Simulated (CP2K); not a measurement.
Consider 3-fluorofuran at its PBE geometry (Å).

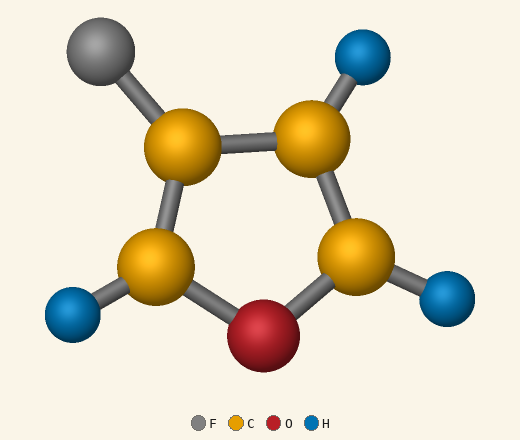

The molecule (fluorine grey, carbon orange, oxygen red, hydrogen blue).

```xyz
9

F    -2.0661    1.0514    0.0968
C    -0.9005    0.3706    0.0419
C     0.3982    0.9577   -0.0118
C     1.2571   -0.1046   -0.0565
O     0.5681   -1.2916   -0.0359
C    -0.7725   -0.9889    0.0256
H     0.6489    2.0118   -0.0094
H     2.3354   -0.1906   -0.1044
H    -1.4686   -1.8158    0.0536
```

Method: CP2K XAS_TDP, all-electron GAPW, PBEh(45%), aug-cc-pVDZ, TDA, GW2X-corrected core level, no relativity.

Question: Where do the F K-edge lines lie, and how strong are they?

Leading lines: F1 690.01 eV. The leading line of an atom is its first one with 35 % of the strongest within 2.5 eV of its lowest line over the strength cut. Core ionisation energies at this level: F1 692.86 eV.

The first six lines of each atom with a strength over 0.0015:

```csv
atom,energy (eV),states,"strength, one atom",above the computed threshold
F1 (bonded to C),690.01,1,0.0264,
,690.68,1,0.0046,
,691.50,1,0.0070,
,692.05,1,0.0016,
,692.19,1,0.0028,
,692.38,1,0.0046,
```

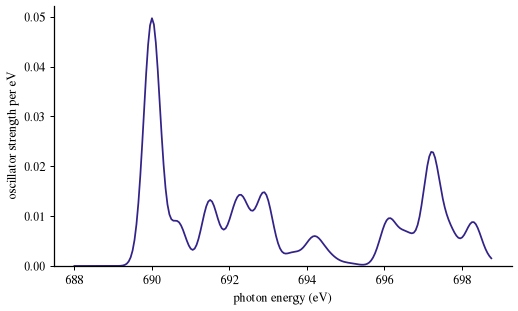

All atoms added, broadened by 0.5 eV.

Lines are vertical, at one geometry, with no vibrational structure. GW2X ionisation energies and lines can be off by 1 to 2 eV either way, and a good line position may hide errors that cancel. These values hold no scalar relativity, about 0.7 eV for F 1s. Rydberg lines, and the discretised continuum above threshold, depend on the basis and the box.

[Banner, clock and machine lines of the logs are left out without a mark of their own.]

[Logs are printed without paths, hosts, clocks, repeated set-up lines and the standing remarks that a program may print on its own settings, such as how far it seeks lower states.]

[Hosts, paths, dates, database ids (printed as entryN), source tags and the programs' standing remarks are cut or masked in the printed files.]
